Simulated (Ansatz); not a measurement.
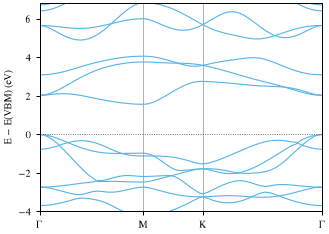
*Band structure from r²SCAN+D4 (plane waves, PAW; program Ansatz)*

Task: Read off the gap and where the band edges lie.

Result: About 1.6 eV (1.57 eV by a search for the band edges); maximum at Γ, minimum at M.

The material is monolayer ZrS2 (1T, P-3m1 in the vacuum cell, 3 atoms).

A layer that has been made, often on a substrate. The r²SCAN+D4 relaxation kept the symmetry of its start; whether a distortion lowers the energy is not shown. The run is not spin-polarised. Spin–orbit coupling is left out wherever it is not named.

Potentials: the later of the program's two PAW sets.
